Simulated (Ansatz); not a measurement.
# SnH2F (SMILES [F][SnH2]) at UCAM-B3LYP/STO-3G

Aim: the energy change on altering one bond length of SnH2F at UCAM-B3LYP/STO-3G, from 2 runs. 

The results are computed with Ansatz 0.2.0.

59 further runs of the same task are left out: 7 that didn't finish, 52 set aside as unsound or not needed.

**1. The molecule**

The species is SnH2F (4 atoms), meant as a doublet with charge 0. As SMILES, `[F][SnH2]`. The shape is that of a PBE0-D4/def2-TZVP optimisation.

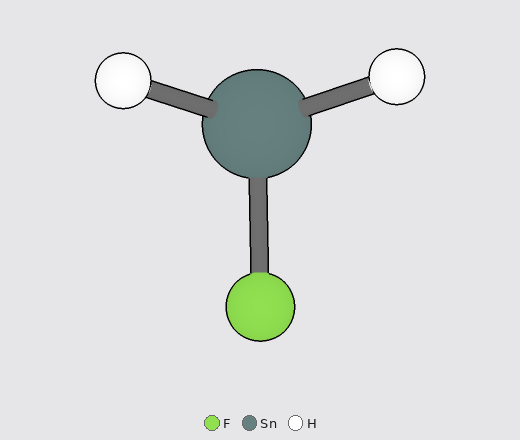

Viewed from a chosen angle; fluorine green, tin teal, hydrogen white.

**2. A single-point energy at UCAM-B3LYP/STO-3G**

Contents of molecule.yaml:

```yaml
basis:
  gaussian:
    orbitals: STO-3G
crystal:
  periodic: [false, false, false]
  atoms:
    - symbol: F
      position_ang: [-1.552600, -0.190000, 0.640700]
    - symbol: Sn
      position_ang: [0.028300, -0.242200, -0.468300]
    - symbol: H
      position_ang: [1.184100, -1.054400, 0.524100]
    - symbol: H
      position_ang: [0.395700, 1.426200, -0.716700]
magnetization:
  spin_polarized: true
  initial_magnetization: 1
hamiltonian:
  xc: {name: CAM-B3LYP}
accuracy: high
```

Command:

```sh
ansatz run molecule.yaml --threads 1 --pin off --max-ram 2610MiB --events-out events.jsonl --progress --plain --runs-dir runs
```

Log:

```text
Warning: RAYON_NUM_THREADS=1 ignored (pool sized by the plan → 1); use --threads N
Functional definition: CAM-B3LYP
  name "CAM-B3LYP"
  parameter alpha = 0.19
  parameter beta = 0.46
  parameter omega = 0.33/bohr
  parameter ac = 0.81
  exchange = (1 - alpha - beta)*b88_x + beta*b88_x_sr(omega) + alpha*exact_x + beta*exact_x_lr(omega)
  correlation = (1 - ac)*vwn5_c + ac*lyp_c
612 factors; integrals over basis functions are off by at most 4.8e-9 eV
143 factors; integrals over basis functions are off by at most 7.3e-10 eV
mean field evaluation 1: about -165035.9213 eV, gradient 1.1e1 eV
mean field evaluation 2: about -165034.8733 eV, gradient 1.9e1 eV
mean field evaluation 4: about -165037.3616 eV, gradient 2.9e-1 eV
mean field evaluation 8: about -165037.3077 eV, gradient 6.1e-3 eV
mean field evaluation 16: about -165037.3077 eV, gradient 4.6e-6 eV
mean field -165037.30768098 eV, -6065.0091909709 hartree, gradient 4.3e-8 eV, S^2 0.751924; 0 other end points of the search recorded, 0 dependent functions left out
reference -165037.30769272 eV, -6065.0091914025 hartree; 31, 30 occupied and 3, 4 virtual orbitals, 612 factors
Total energy: -165037.30769272 eV, -6065.0091914025 hartree
```

Wall time 3.3 s (1 thread of Arm Neoverse V2, shared host); peak memory 0.17 GiB.

**3. The distorted shape**

Contents of run.yaml:

```yaml
crystal:
  periodic: [false, false, false]
  atoms:
    - {symbol: F, position_ang: [-1.644445, -0.607078, 0.702797]}
    - {symbol: Sn, position_ang: [-0.063545, -0.659278, -0.406203]}
    - {symbol: H, position_ang: [1.092255, -1.471478, 0.586197]}
    - {symbol: H, position_ang: [0.395700, 1.426200, -0.716700]}
basis:
  gaussian:
    orbitals: STO-3G
magnetization:
  spin_polarized: true
  initial_magnetization: 1
hamiltonian:
  xc: {name: CAM-B3LYP}
accuracy: high
```

Command:

```sh
ansatz run run.yaml --threads 1 --pin off --max-ram 2610MiB --events-out events.jsonl --progress --plain --runs-dir runs
```

Log:

```text
Warning: RAYON_NUM_THREADS=1 ignored (pool sized by the plan → 1); use --threads N
Functional definition: CAM-B3LYP
  name "CAM-B3LYP"
  parameter alpha = 0.19
  parameter beta = 0.46
  parameter omega = 0.33/bohr
  parameter ac = 0.81
  exchange = (1 - alpha - beta)*b88_x + beta*b88_x_sr(omega) + alpha*exact_x + beta*exact_x_lr(omega)
  correlation = (1 - ac)*vwn5_c + ac*lyp_c
612 factors; integrals over basis functions are off by at most 4.8e-9 eV
145 factors; integrals over basis functions are off by at most 4.7e-10 eV
mean field evaluation 1: about -165034.3179 eV, gradient 1.2e1 eV
mean field evaluation 2: about -165033.2366 eV, gradient 2.0e1 eV
mean field evaluation 4: about -165036.0176 eV, gradient 5.3e-1 eV
mean field evaluation 8: about -165035.9595 eV, gradient 1.8e-2 eV
mean field evaluation 16: about -165035.9595 eV, gradient 2.0e-5 eV
mean field -165035.95946348 eV, -6064.9596448919 hartree, gradient 9.9e-8 eV, S^2 0.756609; 0 other end points of the search recorded, 0 dependent functions left out
reference -165035.95947559 eV, -6064.9596453366 hartree; 31, 30 occupied and 3, 4 virtual orbitals, 612 factors
Total energy: -165035.95947559 eV, -6064.9596453366 hartree
```

Wall time 3.3 s (1 thread of Arm Neoverse V2, shared host); peak memory 0.17 GiB.

**4. Results**

At UCAM-B3LYP/STO-3G:

| quantity | value |
| --- | --- |
| first shape: total energy | -6065.00919 Eh |
| first shape: ⟨S²⟩ | 0.752 |
| distorted shape: total energy | -6064.95965 Eh |
| distorted shape: ⟨S²⟩ | 0.757 |
| energy change with the Sn2–H4 bond stretched from 1.726 to 2.158 Å | 1.348 eV |

With the Sn2–H4 bond stretched from 1.726 to 2.158 Å the energy rises by 1.35 eV (31 kcal/mol). The first shape isn't relaxed at this level, so the change isn't measured from a minimum. The minimal basis adds a large error of its own. Relativity is left out (first shape) although the molecule holds a heavy atom. Relativity is left out (distorted shape) although the molecule holds a heavy atom.
